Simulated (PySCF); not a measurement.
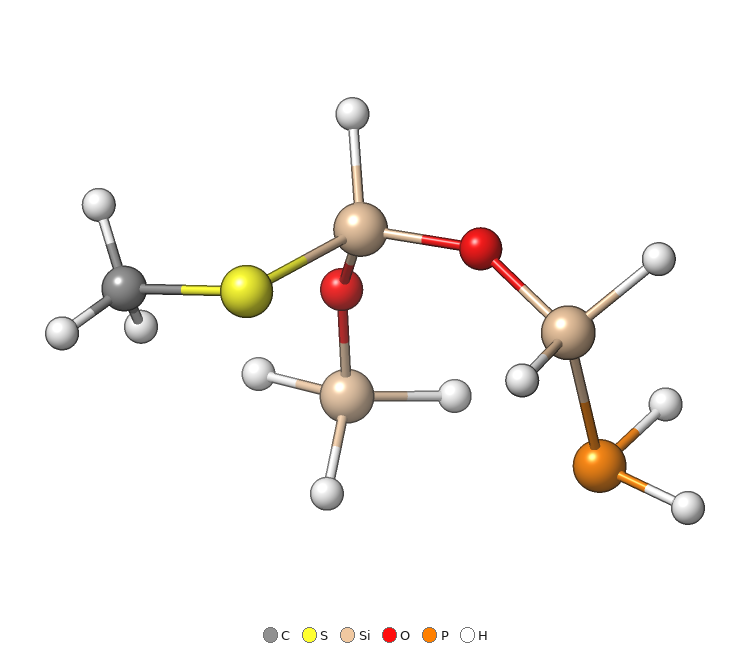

A ball-and-stick model of a molecule. Every bond is drawn as one stick, whatever its order.

The geometry was computed by an optimisation with GFN2-xTB. No frequency run is at hand to confirm it as a minimum.

Question: What is the molecular formula?

Answer: CH₁₁O₂PSSi₃, 19 atoms: 1 carbon, 11 hydrogen, 2 oxygen, 1 phosphorus, 1 sulfur and 3 silicon.

Question: Which point group does it belong to?

Answer: C1.

Question: Count the bonded pairs by element.

Answer: 6 Si–H, 4 O–Si, 3 C–H, 2 P–H, 1 C–S, 1 S–Si, 1 P–Si.

The parts below concern this one geometry. Atoms keep their numbers from picture to picture.

**Geometry**

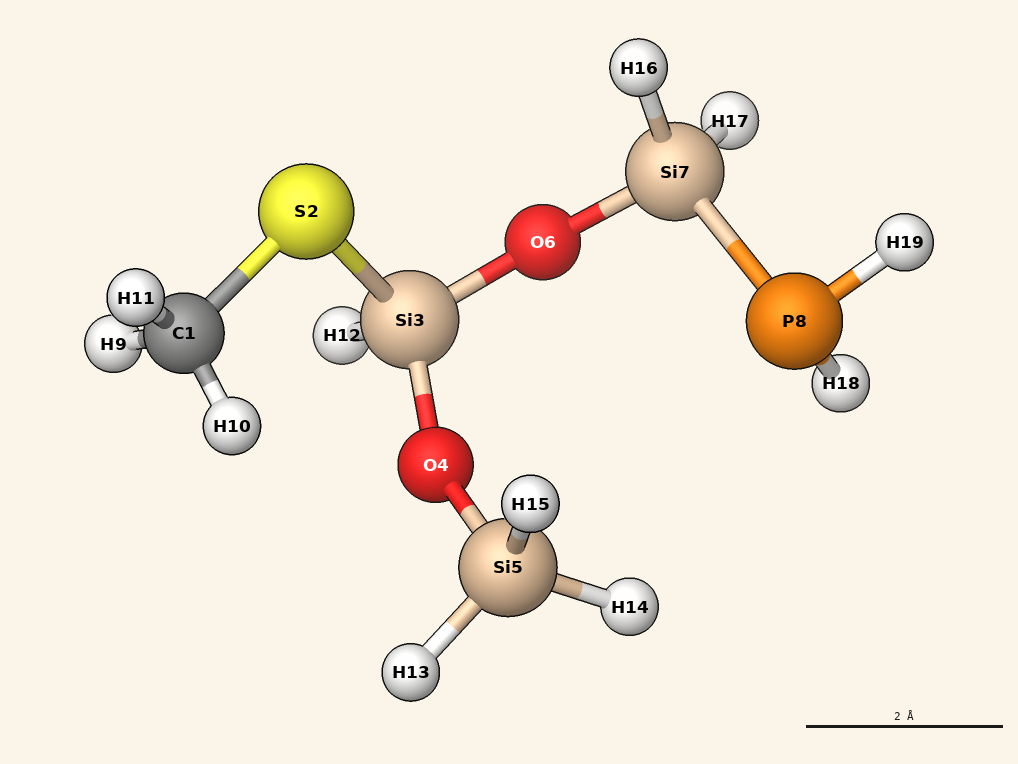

Atoms carry their numbers in the input. No frequency run is at hand to confirm it as a minimum.

Which atoms are bonded, and how long are the bonds? Leave out bonds to hydrogen.

```
  bond  length (Å)   order
 C1–S2       1.823  single
S2–Si3       2.126  single
Si3–O4       1.608  single
Si3–O6       1.608  single
O4–Si5       1.631  single
O6–Si7       1.626  single
Si7–P8       2.239  single
```

**Quadrupole coupling**

No frequency run is at hand to confirm it as a minimum. Electric field gradients from the ground-state density, PBE0/pcSseg-1 (PySCF 2.14.0), non-relativistic apart from any core potentials.

Give the largest field-gradient component, the quadrupole coupling constant and the asymmetry for 33S at S2 (Q = −67.81 mb), 17O at O4 (Q = −25.6 mb), 17O at O6 (Q = −25.6 mb), 2H at H9 (Q = 2.86 mb), 2H at H10 (Q = 2.86 mb).

```csv
atom,V_zz (a.u.),e²qQ/h (MHz),η
S2,−2.161,34.4,0.99
O4,1.029,−6.19,0.09
O6,0.997,−6.00,0.06
H9,0.315,0.212,0.03
H10,0.315,0.212,0.04
```

**NMR shielding**

The questions are on isotropic NMR shieldings of the O atoms. No frequency run is at hand to confirm it as a minimum. Level of theory: GIAO PBE0/pcSseg-1 NMR shielding, non-relativistic, gas phase (PySCF 2.14.0).

Give the isotropic NMR shieldings of the O atoms atom by atom.

| atom | σ (ppm) |
| --- | --- |
| O4 | 282.4 |
| O6 | 271.0 |

**Electronic properties**

No frequency run is at hand to confirm it as a minimum. Properties computed with PBE0/pcSseg-1, gas phase (PySCF 2.14.0).

Question: Give the LUMO energy (Kohn–Sham orbital) at this level.

Answer: −0.18 eV.

Question: Estimate the dipole moment.

Answer: 1.26 D.

Question: Estimate the HOMO energy (Kohn–Sham orbital).

Answer: −6.97 eV.

**Charges**

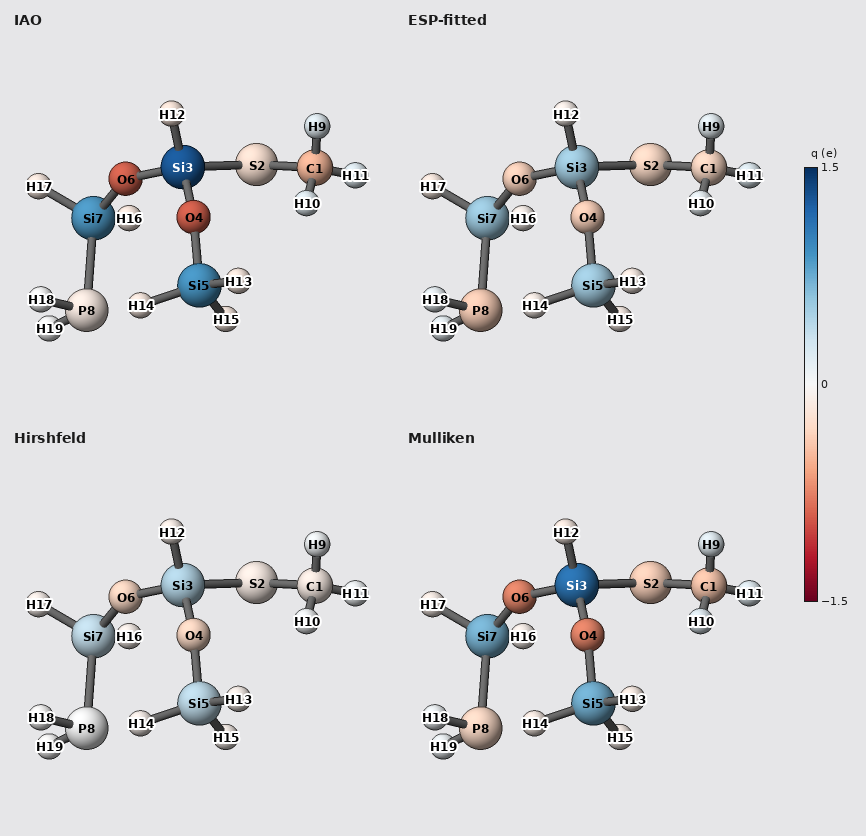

Atomic charges of one calculation by 4 schemes, on one colour scale. No frequency run is at hand to confirm it as a minimum. Level of theory: PBE0/pcSseg-1 (PySCF 2.14.0).

Question: On which atom do the schemes disagree most?

Answer: On Si3 (from 0.43 to 1.25 e).

List the charges (e), one line for each set of equivalent atoms.

| atom | IAO | ESP-fitted | Hirshfeld | Mulliken |
| --- | --- | --- | --- | --- |
| C1 | −0.49 | −0.30 | −0.11 | −0.41 |
| S2 | −0.22 | −0.28 | −0.11 | −0.34 |
| Si3 | 1.25 | 0.51 | 0.43 | 1.10 |
| O4 | −0.89 | −0.35 | −0.30 | −0.73 |
| Si5 | 0.87 | 0.51 | 0.38 | 0.71 |
| O6 | −0.88 | −0.34 | −0.30 | −0.72 |
| Si7 | 0.85 | 0.53 | 0.36 | 0.68 |
| P8 | −0.13 | −0.36 | 0.00 | −0.29 |
| H9 | 0.16 | 0.13 | 0.05 | 0.16 |
| H10 | 0.15 | 0.12 | 0.04 | 0.16 |
| H11 | 0.17 | 0.18 | 0.05 | 0.16 |
| H12 | −0.17 | −0.08 | −0.08 | −0.13 |
| H13 | −0.14 | −0.11 | −0.08 | −0.11 |
| H14 | −0.14 | −0.08 | −0.08 | −0.11 |
| H15 | −0.14 | −0.10 | −0.08 | −0.09 |
| H16 | −0.13 | −0.07 | −0.08 | −0.07 |
| H17 | −0.14 | −0.13 | −0.08 | −0.09 |
| H18 | 0.00 | 0.11 | 0.00 | 0.07 |
| H19 | 0.00 | 0.12 | 0.00 | 0.07 |

Mulliken values depend strongly on the basis set and can even reverse the polarity of a bond. The geometry is semi-empirical. Around P, Si such bond lengths and angles can be off by a tenth of an ångström or more and by several degrees, and values that hang on the shape move with them.
